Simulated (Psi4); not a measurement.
**HF/STO-3G run of SiH4O2 (SMILES O[SiH2]O)**

Aim: the energy change on altering one bond length of SiH4O2 at HF/STO-3G, from 2 runs. 

The calculation is run with Psi4 1.11.

## Step 1: The molecule

The species is SiH4O2 (7 atoms), meant as a singlet with charge 0. As SMILES, `O[SiH2]O`. Geometry: relaxed at PBE0-D4/def2-TZVP. This is one conformer, not always the lowest.

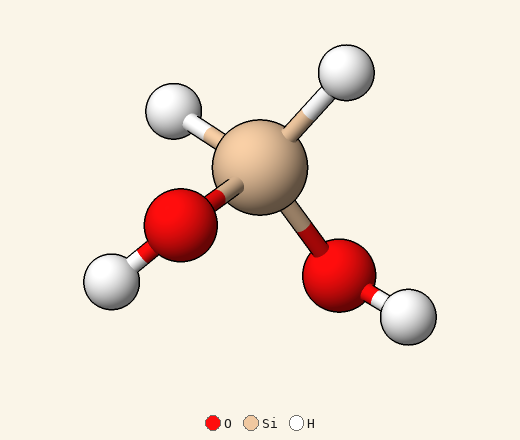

The structure, seen from a chosen angle (oxygen red, silicon light orange, hydrogen white).

## Step 2: Energy and gradient at HF/STO-3G

job.dat reads:

```
memory 2200 mb

molecule system {
  0 1
  O     -1.385150    -0.243860    -0.354380
  Si     0.051410     0.422210     0.079240
  O      1.274030    -0.668570     0.183160
  H     -1.456660    -0.615580    -1.234790
  H      0.526670     1.393040    -0.933360
  H     -0.229300     1.048860     1.391580
  H      1.219010    -1.336090     0.868560
  units angstrom
  symmetry c1
}

set basis STO-3G
set puream true
set e_convergence 1e-09
set d_convergence 1e-08
set scf_type pk

e_tot, wfn = gradient('hf', return_wfn=True)
oeprop(wfn, 'LOWDIN_CHARGES', 'DIPOLE', 'QUADRUPOLE', title='HF')
print_variables()
```

Started as:

```
$ psi4 -n 1 job.dat job.out
```

job.out (excerpt; [...] marks lines left out):

```text
[...]
  Running in c1 symmetry.
[...]
  Nuclear repulsion =  120.473951977127712
[...]
  Multiplicity = 1
[...]
  Nalpha       = 17
  Nbeta        = 17
[...]
    Number of basis functions: 23
[...]
   @RHF iter   1:  -435.53295284886980   -2.08896e+00   1.48945e-02 ADIIS/DIIS
[...]
   @RHF iter  10:  -435.62634034337970   -2.27374e-13   1.66900e-09 DIIS
[...]
    Orbital Energies [Eh]
    ---------------------
    Doubly Occupied:
       1A    -68.038093     2A    -20.172057     3A    -20.171976
       4A     -6.014998     5A     -4.041077     6A     -4.040802
       7A     -4.039949     8A     -1.252982     9A     -1.225822
      10A     -0.690045    11A     -0.587423    12A     -0.505763
      13A     -0.470589    14A     -0.435878    15A     -0.360386
      16A     -0.351641    17A     -0.345125
[...]
  @RHF Final Energy:  -435.62634034337970
   => Energetics <=
    Nuclear Repulsion Energy =            120.4739519771277116
    One-Electron Energy =                -846.7113744225282517
    Two-Electron Energy =                 290.6110821020208164
    Total Energy =                       -435.6263403433796952
[...]
  -Total Gradient:
     Atom            X                  Y                   Z
    ------   -----------------  -----------------  -----------------
       1        0.018201254867    -0.002682523265    -0.029910228757
       2       -0.004710306613    -0.038623482240    -0.007241205520
       3       -0.019605550072    -0.008912537381     0.027750189518
       4       -0.009117966962     0.007338682987     0.026330185250
       5        0.009819561288     0.018081794637    -0.021794733991
       6       -0.006295351708     0.010848219093     0.027219996068
       7        0.011708359200     0.013949846170    -0.022354202567
[...]
 Multipole Moments:
 ------------------------------------------------------------------------------------
     Multipole            Electronic (a.u.)      Nuclear  (a.u.)        Total (a.u.)
 ------------------------------------------------------------------------------------
 L = 1.  Multiply by 2.5417464519 to convert [e a0] to [Debye]
 Dipole X            :         -0.0865672            0.0730497           -0.0135176
 Dipole Y            :         -0.7106008            0.5995835           -0.1110174
 Dipole Z            :         -0.1332716            0.1124927           -0.0207790
 Magnitude           :                                                    0.1137512
 L = 2.  Multiply by 1.3450342976 to convert [e a0^2] to [Debye ang]
 Quadrupole XX       :       -136.0676583          115.3769635          -20.6906948
 Quadrupole XY       :         14.6784475          -14.4608941            0.2175534
[...]
```

It took 2.5 s on 1 thread of Intel Xeon Platinum 8259CL at 2.50GHz (Skylake/Cascade Lake), shared host; peak memory 0.18 GiB.

## Step 3: The distorted shape

calc.py reads:

```python
import psi4

psi4.set_memory('2200 MB')
psi4.set_num_threads(1)
psi4.core.set_output_file('psi4.out', False)

mol = psi4.geometry("""
0 1
O     -3.109044    -1.043154    -0.874731
Si     0.051410     0.422210     0.079240
O      1.274030    -0.668570     0.183160
H     -3.180554    -1.414874    -1.755141
H      0.526670     1.393040    -0.933360
H     -0.229300     1.048860     1.391580
H      1.219010    -1.336090     0.868560
units angstrom
symmetry c1
""")

psi4.set_options({
    'puream': True,
    'e_convergence': 1e-09,
    'd_convergence': 1e-08,
    'scf_type': 'pk',
})

energy_value = psi4.gradient("hf/STO-3G")
print('gradient / Eh bohr^-1')
print(energy_value.np.round(6))
for k, v in sorted(psi4.core.scalar_variables().items()):
    print(f'{k:45s} {v:18.10f}')
```

Started as:

```
$ python calc.py
```

psi4.out (excerpt; [...] marks lines left out):

```text
[...]
  Running in c1 symmetry.
[...]
  Nuclear repulsion =   91.885847298437767
[...]
  Multiplicity = 1
[...]
  Nalpha       = 17
  Nbeta        = 17
[...]
    Number of basis functions: 23
[...]
   @RHF iter   1:  -434.96944306057344   -1.95064e+00   1.93937e-02 DIIS/ADIIS
[...]
   @RHF iter  29:  -435.26803505724843   -3.92220e-12   9.58123e-09 DIIS
[...]
    Orbital Energies [Eh]
    ---------------------
    Doubly Occupied:
       1A    -68.015384     2A    -20.236933     3A    -20.086854
       4A     -6.003954     5A     -4.028061     6A     -4.027598
       7A     -4.026999     8A     -1.279837     9A     -1.098885
      10A     -0.698950    11A     -0.569370    12A     -0.472643
      13A     -0.433281    14A     -0.418002    15A     -0.401010
      16A     -0.281128    17A     -0.110132
[...]
  @RHF Final Energy:  -435.26803505724843
   => Energetics <=
    Nuclear Repulsion Energy =             91.8858472984377670
    One-Electron Energy =                -789.9297238923667237
    Two-Electron Energy =                 262.7758415366805593
    Total Energy =                       -435.2680350572484258
[...]
 Multipole Moments:
 ------------------------------------------------------------------------------------
     Multipole            Electronic (a.u.)      Nuclear  (a.u.)        Total (a.u.)
 ------------------------------------------------------------------------------------
 L = 1.  Multiply by 2.5417464519 to convert [e a0] to [Debye]
 Dipole X            :          0.8308063            0.1804876            1.0112939
 Dipole Y            :         -0.3834701            0.6493977            0.2659276
 Dipole Z            :          0.3006529            0.1449224            0.4455753
 Magnitude           :                                                    1.1366487
[...]
  -Total Gradient:
     Atom            X                  Y                   Z
    ------   -----------------  -----------------  -----------------
       1       -0.032840958786    -0.040333530819    -0.075184731794
       2        0.030669527689    -0.014254594824     0.005533649857
       3       -0.015600621633    -0.012290174013     0.026844428272
       4        0.000797532988     0.025587317395     0.064339513329
       5        0.010705119994     0.015314997136    -0.017898115793
       6       -0.003830665428     0.009285216203     0.020296107452
       7        0.010100065175     0.016690768920    -0.023930851324
[...]
```

The script printed:

```text
gradient / Eh bohr^-1
[[-0.032841 -0.040334 -0.075185]
 [ 0.03067  -0.014255  0.005534]
 [-0.015601 -0.01229   0.026844]
 [ 0.000798  0.025587  0.06434 ]
 [ 0.010705  0.015315 -0.017898]
 [-0.003831  0.009285  0.020296]
 [ 0.0101    0.016691 -0.023931]]
CURRENT ENERGY                                   -435.2680350572
CURRENT REFERENCE ENERGY                         -435.2680350572
DD SOLVATION ENERGY                                 0.0000000000
HF KINETIC ENERGY                                 431.1569059620
HF POTENTIAL ENERGY                              -866.4249410193
HF TOTAL ENERGY                                  -435.2680350572
HF VIRIAL RATIO                                     2.0095351113
NUCLEAR REPULSION ENERGY                           91.8858472984
ONE-ELECTRON ENERGY                              -789.9297238924
PCM POLARIZATION ENERGY                             0.0000000000
PE ENERGY                                           0.0000000000
SCF ITERATION ENERGY                             -435.2680350572
SCF ITERATIONS                                     29.0000000000
SCF TOTAL ENERGY                                 -435.2680350572
TWO-ELECTRON ENERGY                               262.7758415367
```

Wall time 2.7 s (1 thread of Intel Xeon Platinum 8259CL at 2.50GHz (Skylake/Cascade Lake), shared host); peak memory 0.18 GiB.

## Step 4: What came out

Level: HF/STO-3G.

```
                                                          quantity          value
                                         first shape: total energy  -435.62634 Eh
                                        first shape: dipole moment         0.29 D
                                          first shape: HOMO energy       -9.39 eV
                                          first shape: LUMO energy       13.16 eV
                                        first shape: HOMO–LUMO gap       22.55 eV
                             first shape: largest force on an atom     2.035 eV/Å
                                     distorted shape: total energy  -435.26804 Eh
                                    distorted shape: dipole moment         2.89 D
                                      distorted shape: HOMO energy       -3.00 eV
                                      distorted shape: LUMO energy        1.96 eV
                                    distorted shape: HOMO–LUMO gap        4.96 eV
                         distorted shape: largest force on an atom     4.701 eV/Å
energy change with the O1–Si2 bond stretched from 1.642 to 3.612 Å       9.750 eV
```

**Reading.** One bond (distorted shape) is far stretched, which a spin-restricted single reference describes badly; a broken-symmetry solution may lie lower. With the O1–Si2 bond stretched from 1.642 to 3.612 Å the energy rises by 9.75 eV (225 kcal/mol). The first shape isn't relaxed at this level, so the change isn't measured from a minimum. A restricted reference can't describe the breaking bond well at this length. The minimal basis adds a large error of its own. The largest force (first shape) is 2.04 eV/Å: the shape isn't a stationary point for this species at this level.
